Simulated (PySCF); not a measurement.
## A study: H$_{2}$O, SMILES `O`

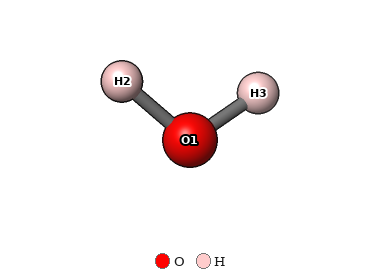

The molecule, with its atoms numbered as below. No frequency check shows the geometry to be a minimum.

Cartesian coordinates (Å):

```
O1       0.0000    0.1138    0.0000
H2       0.7722   -0.4552    0.0000
H3      -0.7722   -0.4552    0.0000
```

### 1. Bonding charge

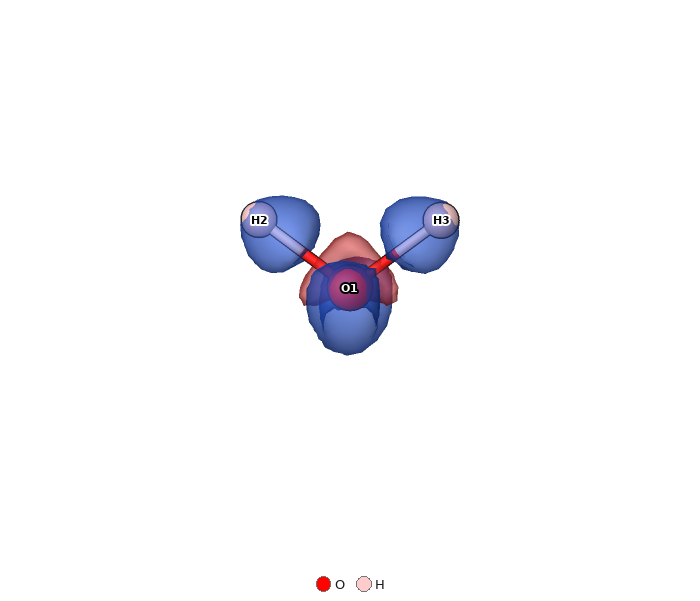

Deformation density (molecule less spherical, spin-averaged free atoms at the same positions), surfaces at ±0.2 e/Å³; blue: gain, red: loss.

Method: PBE/6-31+G*; geometry: GFN2-xTB; program: PySCF.

**Describe the bonding that the map shows.**

O1–H3 and O1–H2: +0.70 e/Å³ at the bond critical point (bond length 0.96 Å). In all, 0.6 electrons gather in the regions of gain relative to the promolecule.

**Where do the Hirshfeld charges lie?**

The highest Hirshfeld charge is on H2 and H3 (+0.16 e), the lowest on O1 (−0.31 e).

### 2. Bond critical points

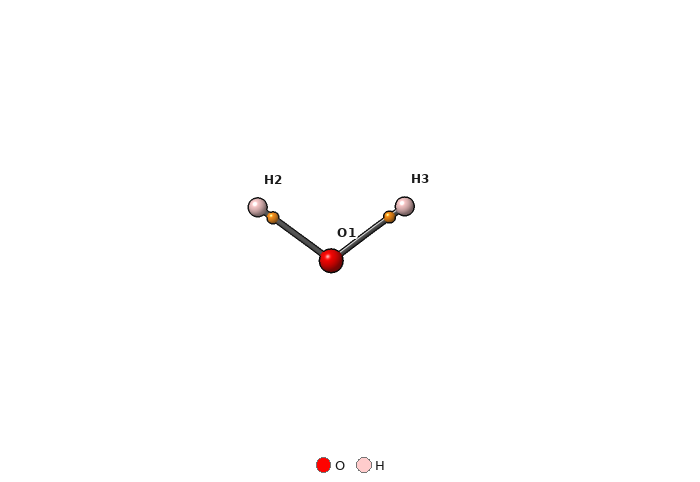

Molecular graph of the electron density (QTAIM): bond paths, bond critical points (orange), ring points (yellow, if any); weak paths are dashed.

**How many critical points of each kind are there, and does the count close?**

3 nuclei, 2 bond, 0 ring and 0 cage critical points: 3 − 2 + 0 − 0 = 1, as the Poincaré–Hopf relation requires.

**Give the properties at the bond critical points.**

| bond | length (Å) | ρ (a.u.) | ∇²ρ (a.u.) | ε | H (a.u.) |
| --- | --- | --- | --- | --- | --- |
| O1–H3 (2 alike) | 0.959 | 0.354 | −1.87 | 0.02 | −0.532 |

**What kind of interaction is O1–H3?**

Shared-shell (covalent): ρ = 0.354, ∇²ρ = −1.87, H = −0.532 a.u.

### 3. Local ionisation energy

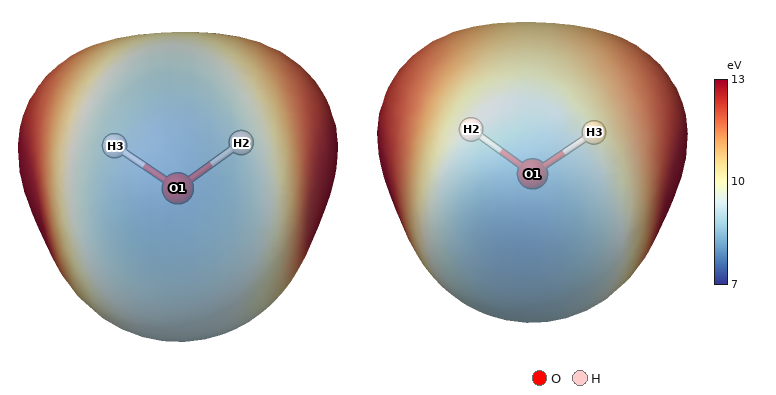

Average local ionisation energy on the surface of electron density 0.001 a.u. (back view left, front view right).

**Where are the most loosely bound electrons on this surface?**

The lowest value is 7.8 eV, 1.9 Å from O1, and at like points elsewhere. For comparison, the highest occupied orbital lies at −7.1 eV.

**What volume does the surface enclose, and what is the dipole moment?**

About 29 Å³; the dipole moment is 2.2 D.

### 4. Excited states

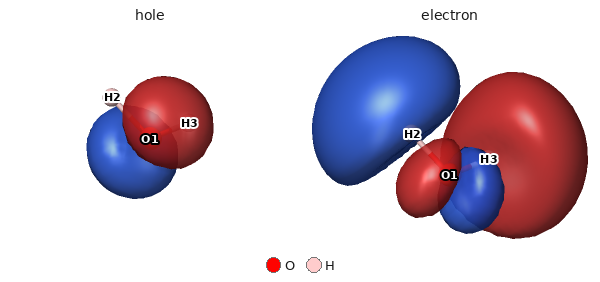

Leading natural transition orbital pair of S₂ (CIS singlet states); the surfaces enclose about 85 % of each orbital's density.

Method: HF/6-31G*; geometry: GFN2-xTB; program: PySCF. Without diffuse functions Rydberg states are missing, so the states' numbers hold for this basis only.

**Where does the state lie, and where do hole and electron sit?**

11.45 eV (108 nm), f = 0.000 (dark), partly diffuse acceptor orbital, which a basis without diffuse functions describes poorly; the leading pair carries 100 %; hole on O1 (89 %) and H2 and H3 (5 % each), electron on O1 (34 %) and H2 and H3 (33 % each) (atom shares of so diffuse an orbital are rough); their centroids lie 0.6 Å apart. In canonical orbitals it is mainly HOMO → LUMO+1 (97 %). The HOMO–LUMO gap is 19.34 eV.

### 5. Removing or adding an electron

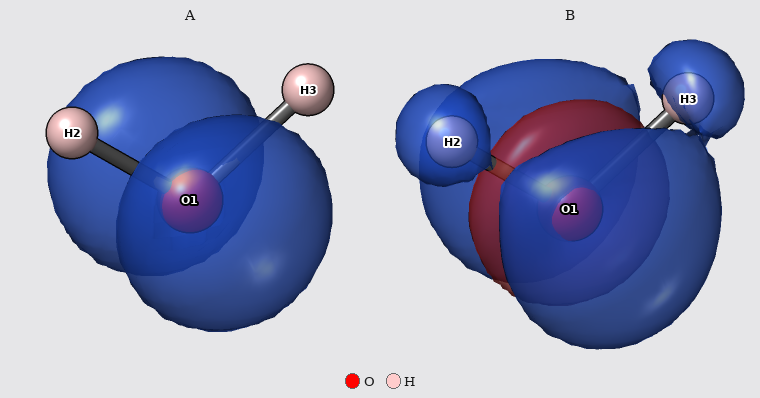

The Fukui function f⁻ from two separate SCF calculations and the density of the HOMO, at ±0.1 e/Å³ (blue positive, red negative).

Computed with PySCF, PBE0/aug-cc-pVDZ, geometry: GFN2-xTB.

**Which panel is which, and how good is the frozen-orbital picture?**

B is f⁻ (it has negative regions), A the HOMO density. The HOMO lies on O1 (86 %) and H2 and H3 (7 % each); f⁻ (Hirshfeld-condensed) is largest on O1 (0.64); the vertical ionisation energy is 12.60 eV. Relaxation shifts 23 % of the electron between atoms. The orbital energy is −9.05 eV.

### 6. Localised orbitals

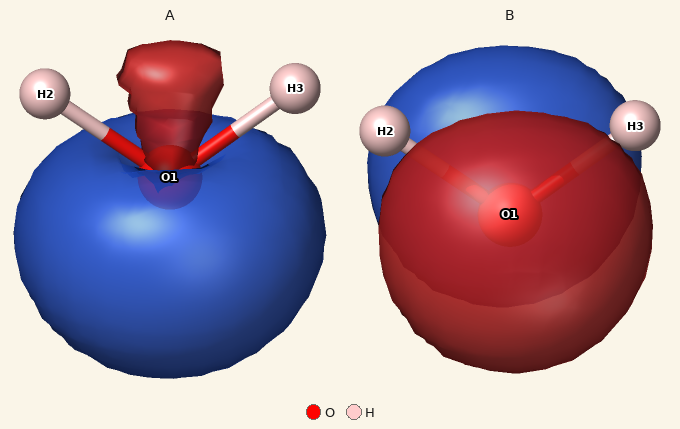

Pipek–Mezey orbitals, occupied; each surface holds about 85 % of the orbital's density. Energies are diagonal elements of the Fock matrix.

Level of theory: PBE0/def2-TZVP (PySCF), at a geometry from GFN2-xTB.

**Identify each orbital.**

By panel:
- A: lone pair on O1 (sp1.2-type) (O1 100 %; −14.3 eV)
- B: lone pair on O1 (p-type) (O1 100 %; −8.9 eV)

### 7. Stretching a bond

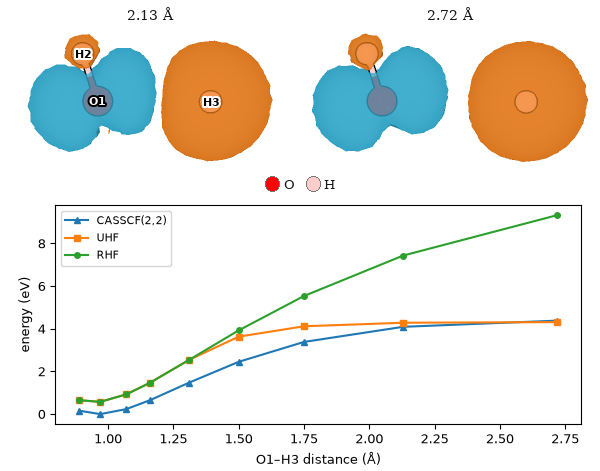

Rigid stretch of the O1–H3 bond. Broken-symmetry UHF spin density at ±0.03 e/Å³ (light blue: α, orange: β). Below: energies along the scan, from the lowest point of the three curves.

PySCF calculation, aug-cc-pVDZ basis, gas phase; geometry: GFN2-xTB.

**How does the broken-symmetry solution share the spin, and how far is it from a pure singlet?**

At 2.72 Å excess α spin lies mostly on O1 and excess β on H3; the two could be swapped at no cost. ⟨S²⟩ is 0.95 at 2.13 Å and 1.00 at 2.72 Å, against 0 for a pure singlet and 1 for an equal mix of singlet and triplet.

**Where does the UHF solution part from RHF?**

Between 1.31 Å (⟨S²⟩ = 0, the two coincide) and 1.50 Å (⟨S²⟩ = 0.45); at 2.72 Å ⟨S²⟩ is 1.00 and UHF lies 5.0 eV below RHF.

**How much energy does the stretch cost?**

By CASSCF, 4.4 eV from the lowest point of the scan (0.97 Å) to 2.72 Å; RHF gives 8.8 eV from its own lowest point. The fragments aren't relaxed and dynamic correlation is missing, so this isn't a bond dissociation energy.

The PySCF runs shown took 1.1 s, 0.49 s, 4.5 s, 0.94 s and 4.3 s on 1 thread of Intel(R) Xeon(R) 6975P-C (Granite Rapids) (shared host).
